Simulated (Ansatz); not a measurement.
# CH₃BF radical: an energy map over two coordinates

A grid of calculations on CH₃BF, SMILES B[CH]F, spin multiplicity 2, to see where the energy is lowest and how it rises around there.

Program: Ansatz 0.2.0. Level of theory: UKS PBE0-D4/def2-TZVP. These are calculated values, not measurements.

## (1) The starting structure

SMILES `B[CH]F`, 6 atoms, charge 0, spin multiplicity 2.

Atoms are counted from 1 here; the program's logs count them from 0.

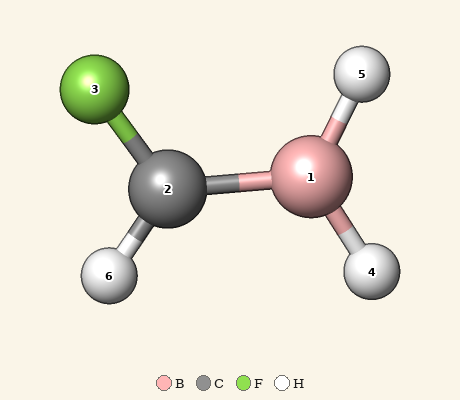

Start geometry, drawn with boron pink, carbon grey, fluorine green, hydrogen white; atoms are numbered from 1 in the order of the file.

As a file:

```csv
atom,x (Å),y (Å),z (Å)
B1,-0.4667,-0.0213,-0.6436
C2,0.4239,-0.0561,0.5892
F3,0.8815,1.0614,1.1527
H4,-0.8458,-1.0801,-1.1024
H5,-0.7773,1.0431,-1.1382
H6,0.7845,-0.9470,1.1423
```

This geometry comes from a loose relaxation at PBE in a small basis, which is not shown.

## (2) The minimum at this level

The input, input.yaml:

```yaml
crystal:
  periodic: [false, false, false]
  atoms:
    - { symbol: B, position_ang: [-0.466708, -0.021327, -0.643591] }
    - { symbol: C, position_ang: [0.423919, -0.056092, 0.589226] }
    - { symbol: F, position_ang: [0.881477, 1.061445, 1.152676] }
    - { symbol: H, position_ang: [-0.845836, -1.080139, -1.102391] }
    - { symbol: H, position_ang: [-0.777314, 1.043082, -1.138222] }
    - { symbol: H, position_ang: [0.784472, -0.946968, 1.142291] }
magnetization:
  spin_polarized: true
  initial_magnetization: 1
basis:
  gaussian: { orbitals: def2-TZVP }
hamiltonian:
  xc: pbe0
  dispersion: d4
output:
  forces: true
relax:
  f_tol: 0.003
  max_steps: 120
```

Command:

```
$ ansatz run input.yaml --threads 1 --pin off --max-ram 2560MiB --backend cpu --events-out ev --progress --plain --runs-dir out
```

Output, shortened:

```text
Warning: RAYON_NUM_THREADS=1 ignored (pool sized by the plan → 1); use --threads N
[...]
Functional definition: PBE0
[...]
637 factors; their error is unknown
[...]
mean field -4473.82189623 eV, -164.4099222212 hartree, gradient 2.0e-5 eV, S^2 0.753441; 0 other end points of the search recorded, 0 dependent functions left out
[...]
reference -4473.82192307 eV, -164.4099232075 hartree; 12, 11 occupied and 99, 100 virtual orbitals, 637 factors
relax step   1: F+E_penalty+E_count = -4473.86952620 eV  Δ(F+E_penalty+E_count) = +0.000e0 eV  max|allowed force component| = 5.437e-1 eV/Å  Δτ_max = 0.0000 Å  (29 SCF iters, accepted)
[...]
relax step   4: F+E_penalty+E_count = -4473.89117665 eV  Δ(F+E_penalty+E_count) = -3.365e-6 eV  max|allowed force component| = 5.053e-3 eV/Å  Δτ_max = 0.0005 Å  (25 SCF iters, accepted)
[...]
relax step   5: F+E_penalty+E_count = -4473.89117797 eV  Δ(F+E_penalty+E_count) = -1.321e-6 eV  max|allowed force component| = 7.163e-4 eV/Å  Δτ_max = 0.0004 Å  (23 SCF iters, accepted)
637 factors; their error is unknown
mean field -4473.84344777 eV, -164.4107142255 hartree, gradient 7.3e-5 eV, S^2 0.753332; 1 other end points of the search recorded, 0 dependent functions left out
[...]
reference -4473.84347451 eV, -164.4107152082 hartree; 12, 11 occupied and 99, 100 virtual orbitals, 637 factors
Total energy: -4473.89120471 eV, -164.4124692607 hartree
Atom 0 at    -0.463729    -0.021762    -0.639451 Å, force    -0.000023     0.000716    -0.000102 eV/Å
Atom 1 at     0.418967    -0.058475     0.582517 Å, force    -0.000181    -0.000265    -0.000161 eV/Å
Atom 2 at     0.874685     1.051431     1.143944 Å, force    -0.000031    -0.000468    -0.000017 eV/Å
Atom 3 at    -0.835416    -1.063130    -1.089006 Å, force     0.000098    -0.000097     0.000156 eV/Å
Atom 4 at    -0.768156     1.024609    -1.124459 Å, force    -0.000166    -0.000071    -0.000238 eV/Å
Atom 5 at     0.773659    -0.932672     1.126444 Å, force     0.000304     0.000185     0.000361 eV/Å
Dipole moment:     0.075739    -0.200693     0.117008 e Å
```

Wall time 22 s (1 thread of Arm Neoverse V1, shared host); peak memory 0.16 GiB.

The steps of the relaxation:

```
step  energy from step 1 (eV)  largest force component (eV/Å)
   1                   0.0000                          0.5437
   2                  -0.0199                          0.1529
   3                  -0.0216                          0.0188
   4                  -0.0217                          0.0051
   5                  -0.0217                          0.0007
```

Bonds that changed most:

```
 bond  before (Å)  after (Å)  change (Å)
B1–H5       1.214      1.193      -0.021
B1–H4       1.215      1.194      -0.021
C2–H6       1.109      1.089      -0.020
B1–C2       1.521      1.508      -0.013
C2–F3       1.333      1.325      -0.008
```

## (3) Setting up the map

First coordinate, umbrella angle at B1 (between each of its bonds and their common axis; 90 is planar): 13 values from 66 to 114 °. Second coordinate, change of the bonds B1–C2, B1–H4, B1–H5, all alike: 13 values from −0.143 to 0.221 Å.

Nothing else is relaxed (all other coordinates rigid). Energies count from the relaxed molecule at the same level. Points are written as (first, second).

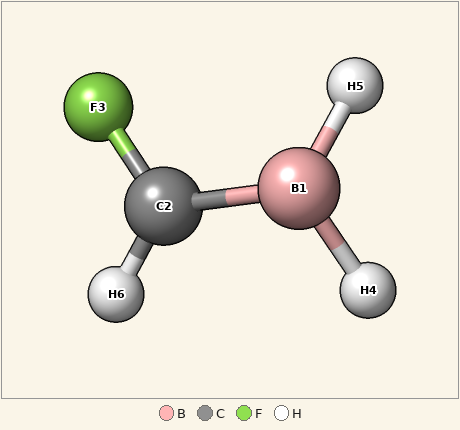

The geometry at (66°, 0.160 Å).

Below, 2 of the grid's runs; all are launched alike.

## (4) Grid point (66°, 0.160 Å)

The input, input.yaml:

```yaml
crystal:
  periodic: [false, false, false]
  atoms:
    - { symbol: B, position_ang: [-0.463729, -0.021762, -0.639451] }
    - { symbol: C, position_ang: [-0.120996, -0.034416, 0.992787] }
    - { symbol: F, position_ang: [0.0708, 1.087134, 1.671102] }
    - { symbol: H, position_ang: [-1.294526, -1.080786, -0.782621] }
    - { symbol: H, position_ang: [-1.224607, 1.082194, -0.81958] }
    - { symbol: H, position_ang: [-0.02073, -0.897389, 1.649376] }
magnetization:
  spin_polarized: true
  initial_magnetization: 1
basis:
  gaussian: { orbitals: def2-TZVP }
hamiltonian:
  xc: pbe0
  dispersion: d4
output:
  forces: true
```

Command:

```
$ ansatz run input.yaml --threads 1 --pin off --max-ram 2560MiB --backend cpu --events-out ev --progress --plain --runs-dir out
```

Output, shortened:

```text
Warning: RAYON_NUM_THREADS=1 ignored (pool sized by the plan → 1); use --threads N
[...]
[... 1 set-up line as earlier in the session ...]
[...]
637 factors; their error is unknown
[...]
mean field -4471.98125136 eV, -164.3422797699 hartree, gradient 5.2e-5 eV, S^2 0.757152; 0 other end points of the search recorded, 0 dependent functions left out
[...]
reference -4471.98127851 eV, -164.3422807674 hartree; 12, 11 occupied and 99, 100 virtual orbitals, 637 factors
Total energy: -4472.03169724 eV, -164.3441336217 hartree
Atom 0 at    -0.463729    -0.021762    -0.639451 Å, force    -4.620251     0.187082     4.324934 eV/Å
Atom 1 at    -0.120996    -0.034416     0.992787 Å, force     0.252630     0.507787    -3.051795 eV/Å
Atom 2 at     0.070800     1.087134     1.671102 Å, force    -0.052728    -0.440052    -0.281172 eV/Å
Atom 3 at    -1.294526    -1.080786    -0.782621 Å, force     2.241297     1.279060    -0.506811 eV/Å
Atom 4 at    -1.224607     1.082194    -0.819580 Å, force     2.172854    -1.463092    -0.483886 eV/Å
Atom 5 at    -0.020730    -0.897389     1.649376 Å, force     0.006198    -0.070785    -0.001270 eV/Å
Dipole moment:     0.160236    -0.192536     0.180672 e Å
```

It took 4 s on 1 thread of Arm Neoverse V1, shared host; peak memory 0.14 GiB.

On the map this point reads 42.9 kcal/mol.

## (5) The run at (90°, 0.009 Å)

The input, input.yaml:

```yaml
crystal:
  periodic: [false, false, false]
  atoms:
    - { symbol: B, position_ang: [-0.463729, -0.021762, -0.639451] }
    - { symbol: C, position_ang: [0.424236, -0.058694, 0.58981] }
    - { symbol: F, position_ang: [0.879953, 1.051212, 1.151238] }
    - { symbol: H, position_ang: [-0.838219, -1.070982, -1.092395] }
    - { symbol: H, position_ang: [-0.770453, 1.032504, -1.128119] }
    - { symbol: H, position_ang: [0.778928, -0.932891, 1.133737] }
magnetization:
  spin_polarized: true
  initial_magnetization: 1
basis:
  gaussian: { orbitals: def2-TZVP }
hamiltonian:
  xc: pbe0
  dispersion: d4
output:
  forces: true
```

Command:

```
$ ansatz run input.yaml --threads 1 --pin off --max-ram 2560MiB --backend cpu --events-out ev --progress --plain --runs-dir out
```

Output, shortened:

```text
Warning: RAYON_NUM_THREADS=1 ignored (pool sized by the plan → 1); use --threads N
[...]
[... 1 set-up line as earlier in the session ...]
[...]
637 factors; their error is unknown
[...]
mean field -4473.84030330 eV, -164.4105986683 hartree, gradient 1.9e-5 eV, S^2 0.753354; 0 other end points of the search recorded, 0 dependent functions left out
[...]
reference -4473.84033009 eV, -164.4105996529 hartree; 12, 11 occupied and 99, 100 virtual orbitals, 637 factors
Total energy: -4473.88801277 eV, -164.4123519591 hartree
Atom 0 at    -0.463729    -0.021762    -0.639451 Å, force     0.036531    -0.002160     0.050583 eV/Å
Atom 1 at     0.424236    -0.058694     0.589810 Å, force    -0.148137     0.012750    -0.205399 eV/Å
Atom 2 at     0.879953     1.051212     1.151238 Å, force    -0.008830    -0.005119    -0.011896 eV/Å
Atom 3 at    -0.838219    -1.070982    -1.092395 Å, force     0.068722     0.184119     0.083651 eV/Å
Atom 4 at    -0.770453     1.032504    -1.128119 Å, force     0.056791    -0.186200     0.089913 eV/Å
Atom 5 at     0.778928    -0.932891     1.133737 Å, force    -0.005077    -0.003391    -0.006852 eV/Å
Dipole moment:     0.075640    -0.200514     0.116860 e Å
```

Wall time 3.7 s (1 thread of Arm Neoverse V1, shared host); peak memory 0.16 GiB.

That is 0.07 kcal/mol from the zero.

## (6) Energy over the grid

91 points were computed, 78 more follow by symmetry. Energies in kcal/mol, from the relaxed molecule at the same level:

```csv
"change of the bonds B1–C2, B1–H4, B1–H5, all alike (Å) ↓, umbrella angle at B1 (between each of its bonds and their common axis; 90 is planar) (°) →",66,70,74,78,82,86,90,94,98,102,106,110,114
0.221,55.3,48.5,42.7,38.1,34.8,32.8,32.1,32.8,34.8,38.1,42.7,48.5,55.3
0.190,48.7,41.6,35.7,31.0,27.6,25.5,24.8,25.5,27.6,31.0,35.7,41.6,48.7
0.160,42.9,35.6,29.5,24.7,21.2,19.1,18.4,19.1,21.2,24.7,29.5,35.6,42.9
0.130,37.8,30.3,24.1,19.2,15.6,13.5,12.7,13.5,15.6,19.2,24.1,30.3,37.8
0.100,33.5,25.9,19.5,14.5,10.8,8.6,7.9,8.6,10.8,14.5,19.5,25.9,33.5
0.069,30.1,22.3,15.8,10.7,6.9,4.7,3.9,4.7,6.9,10.7,15.8,22.3,30.1
0.039,28.0,20.1,13.4,8.2,4.4,2.1,1.3,2.1,4.4,8.2,13.4,20.1,28.0
0.009,27.3,19.2,12.4,7.0,3.2,0.9,0.1,0.9,3.2,7.0,12.4,19.2,27.3
−0.022,28.2,19.9,13.0,7.6,3.6,1.3,0.5,1.3,3.6,7.6,13.0,19.9,28.2
−0.052,30.9,22.5,15.4,9.9,5.9,3.5,2.7,3.5,5.9,9.9,15.4,22.5,30.9
−0.082,35.7,27.1,20.0,14.4,10.3,7.9,7.1,7.9,10.3,14.4,20.0,27.1,35.7
−0.113,43.1,34.5,27.3,21.6,17.5,15.0,14.2,15.0,17.5,21.6,27.3,34.5,43.1
−0.143,53.2,44.4,37.1,31.4,27.3,24.7,23.9,24.7,27.3,31.4,37.1,44.4,53.2
```

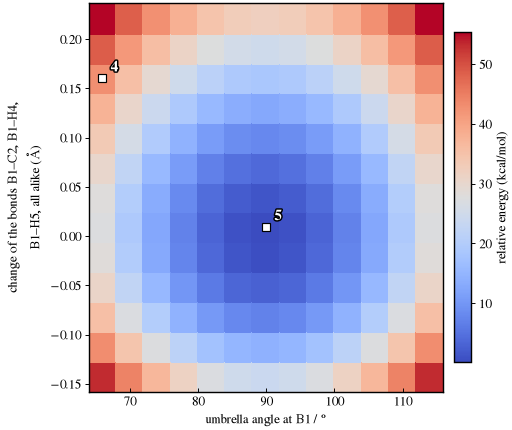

The map; numbers mark the steps of this session that print a point's run. In the figure: one coloured cell a grid point.

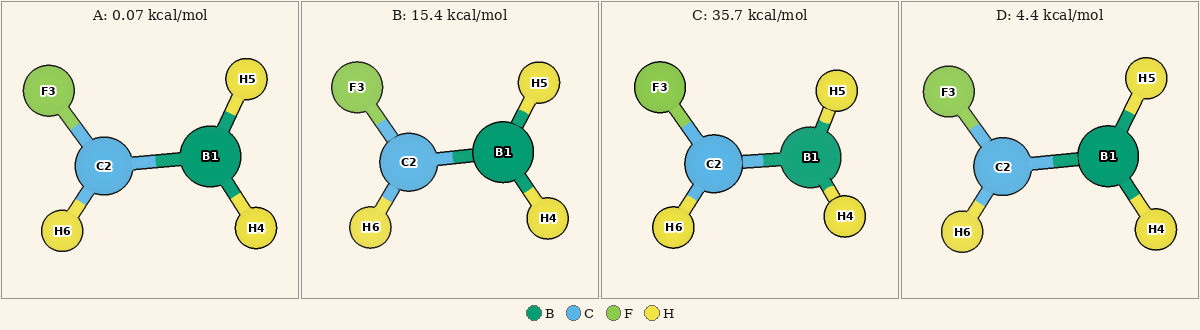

Structures on the grid, at one scale: A at (90°, 0.009 Å); B at (74°, −0.052 Å); C at (114°, −0.082 Å); D at (82°, 0.039 Å).

On the same grid, largest force on an atom (eV/Å):

| change of the bonds B1–C2, B1–H4, B1–H5, all alike (Å) ↓, umbrella angle at B1 (between each of its bonds and their common axis; 90 is planar) (°) → | 66 | 70 | 74 | 78 | 82 | 86 | 90 | 94 | 98 | 102 | 106 | 110 | 114 |
| --- | --- | --- | --- | --- | --- | --- | --- | --- | --- | --- | --- | --- | --- |
| 0.221 | 6.8 | 5.9 | 4.9 | 3.8 | 3.7 | 3.7 | 3.7 | 3.7 | 3.7 | 3.8 | 4.9 | 5.9 | 6.8 |
| 0.190 | 6.6 | 5.7 | 4.8 | 3.7 | 3.4 | 3.4 | 3.4 | 3.4 | 3.4 | 3.7 | 4.8 | 5.7 | 6.6 |
| 0.160 | 6.3 | 5.5 | 4.6 | 3.6 | 3.1 | 3.1 | 3.1 | 3.1 | 3.1 | 3.6 | 4.6 | 5.5 | 6.3 |
| 0.130 | 6.0 | 5.3 | 4.4 | 3.4 | 2.7 | 2.7 | 2.7 | 2.7 | 2.7 | 3.4 | 4.4 | 5.3 | 6.0 |
| 0.100 | 5.7 | 5.0 | 4.1 | 3.2 | 2.3 | 2.2 | 2.2 | 2.2 | 2.3 | 3.2 | 4.1 | 5.0 | 5.7 |
| 0.069 | 5.2 | 4.6 | 3.8 | 3.0 | 2.0 | 1.7 | 1.7 | 1.7 | 2.0 | 3.0 | 3.8 | 4.6 | 5.2 |
| 0.039 | 4.6 | 4.1 | 3.4 | 2.7 | 1.8 | 1.0 | 1.0 | 1.0 | 1.8 | 2.7 | 3.4 | 4.1 | 4.6 |
| 0.009 | 3.9 | 3.5 | 2.9 | 2.3 | 1.6 | 0.8 | 0.3 | 0.8 | 1.6 | 2.3 | 2.9 | 3.5 | 3.9 |
| −0.022 | 3.1 | 2.8 | 2.4 | 1.9 | 1.3 | 0.7 | 0.7 | 0.7 | 1.3 | 1.9 | 2.4 | 2.8 | 3.1 |
| −0.052 | 2.4 | 2.2 | 1.9 | 1.8 | 1.8 | 1.7 | 1.7 | 1.7 | 1.8 | 1.8 | 1.9 | 2.2 | 2.4 |
| −0.082 | 3.2 | 3.1 | 3.0 | 3.0 | 2.9 | 2.9 | 2.9 | 2.9 | 2.9 | 3.0 | 3.0 | 3.1 | 3.2 |
| −0.113 | 4.4 | 4.4 | 4.4 | 4.4 | 4.4 | 4.4 | 4.4 | 4.4 | 4.4 | 4.4 | 4.4 | 4.4 | 4.4 |
| −0.143 | 5.9 | 5.9 | 5.9 | 6.0 | 6.0 | 6.0 | 6.0 | 6.0 | 6.0 | 6.0 | 5.9 | 5.9 | 5.9 |

On the same grid, dipole moment (D):

```
change of the bonds B1–C2, B1–H4, B1–H5, all alike (Å) ↓, umbrella angle at B1 (between each of its bonds and their common axis; 90 is planar) (°) →    66    70    74    78    82    86    90    94    98   102   106   110   114
                                                                                                                                               0.221  1.52  1.39  1.29  1.21  1.16  1.13  1.11  1.13  1.16  1.21  1.29  1.39  1.52
                                                                                                                                               0.190  1.50  1.38  1.29  1.22  1.17  1.14  1.13  1.14  1.17  1.22  1.29  1.38  1.50
                                                                                                                                               0.160  1.48  1.38  1.29  1.22  1.18  1.15  1.14  1.15  1.18  1.22  1.29  1.38  1.48
                                                                                                                                               0.130  1.46  1.37  1.29  1.23  1.18  1.15  1.15  1.15  1.18  1.23  1.29  1.37  1.46
                                                                                                                                               0.100  1.45  1.36  1.29  1.23  1.19  1.16  1.15  1.16  1.19  1.23  1.29  1.36  1.45
                                                                                                                                               0.069  1.42  1.35  1.28  1.23  1.19  1.17  1.16  1.17  1.19  1.23  1.28  1.35  1.42
                                                                                                                                               0.039  1.41  1.34  1.28  1.23  1.20  1.18  1.17  1.18  1.20  1.23  1.28  1.34  1.41
                                                                                                                                               0.009  1.38  1.33  1.28  1.23  1.20  1.18  1.17  1.18  1.20  1.23  1.28  1.33  1.38
                                                                                                                                              −0.022  1.36  1.31  1.27  1.23  1.20  1.18  1.18  1.18  1.20  1.23  1.27  1.31  1.36
                                                                                                                                              −0.052  1.34  1.30  1.26  1.23  1.20  1.18  1.18  1.18  1.20  1.23  1.26  1.30  1.34
                                                                                                                                              −0.082  1.32  1.29  1.25  1.22  1.20  1.18  1.18  1.18  1.20  1.22  1.25  1.29  1.32
                                                                                                                                              −0.113  1.29  1.27  1.24  1.22  1.20  1.18  1.18  1.18  1.20  1.22  1.24  1.27  1.29
                                                                                                                                              −0.143  1.27  1.25  1.23  1.21  1.19  1.18  1.18  1.18  1.19  1.21  1.23  1.25  1.27
```

## (7) Outcome

| quantity | value |
| --- | --- |
| lowest point | (90°, 0.009 Å), 0.07 kcal/mol |
| highest computed point | (66°, 0.221 Å), 55.2 kcal/mol above the lowest |
| largest force on an atom (eV/Å) | 0.3 at (90°, 0.009 Å) to 6.8 at (66°, 0.221 Å); 0.3 at the lowest point |
| dipole moment (D) | 1.11 at (90°, 0.221 Å) to 1.52 at (66°, 0.221 Å); 1.17 at the lowest point |
| time for the whole task | 6.3 min on 1 thread, shared host |

In words: The lowest computed point is at (90°, 0.009 Å), 0.07 kcal/mol from the relaxed molecule at the same level. The grid is coarse, so the true minimum lies between grid points and may sit elsewhere than the lowest one. It is the only kind of minimum in the scanned range. The highest computed point, (66°, 0.221 Å), lies 55.2 kcal/mol above the lowest. Round the minimum the two coordinates are nearly uncoupled.
